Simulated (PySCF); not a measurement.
BH7O5Si2

```xyz
15

O    -1.6131   -0.5126    0.4188
B    -1.6332    0.8226    0.0801
O    -2.8455    1.4001   -0.1355
O    -0.4815    1.5275   -0.0373
Si    1.1648    1.3243    0.1564
O     1.6940   -0.0163   -0.6346
Si    1.5318   -1.6757   -0.5245
O     0.6561   -2.0667    0.8165
H    -2.5040   -0.8794    0.4421
H    -2.7584    2.3276   -0.3771
H     1.4465    1.2361    1.6148
H     1.7956    2.5144   -0.4611
H     0.8794   -2.1171   -1.7904
H     2.8776   -2.2829   -0.3739
H    -0.2233   -1.6491    0.8280
```

Geometry: PBE0-D3(BJ)/def2-SVP.

Computed with PBE0/pcSseg-1, SCF density, gas phase, non-relativistic in PySCF 2.14.0.

What can the converged electron density and electron localisation function tell about the bonding?

B–O (1.36 Å): ρ is about 2.1 e/Å³ halfway; the ELF peaks at about 0.90 between the atoms (a short, strongly polar bond).
Si–O (1.67 Å): ρ is about 1 e/Å³ halfway; the ELF peaks at about 0.90 between the atoms (a polar covalent bond).
O–H (0.96 Å): ρ is about 3.7 e/Å³ halfway; the ELF climbs to about 1 towards the hydrogen, as it does in any bond to H (an ordinary covalent bond to hydrogen).

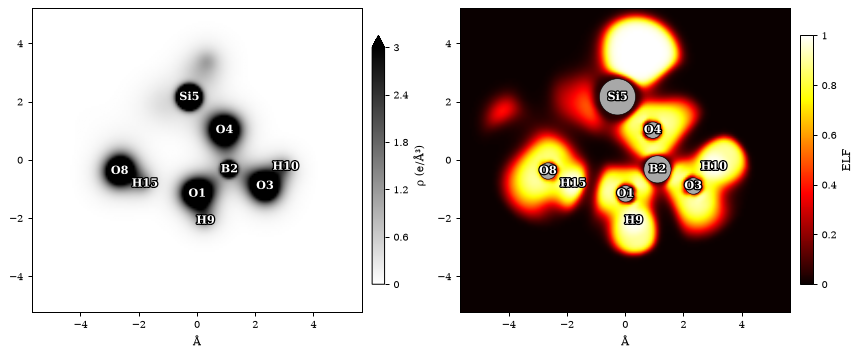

Computed electron density and electron localisation function on the plane of atoms O1, B2 and O3, in this order. Grey discs cover the atomic cores in the ELF map. 
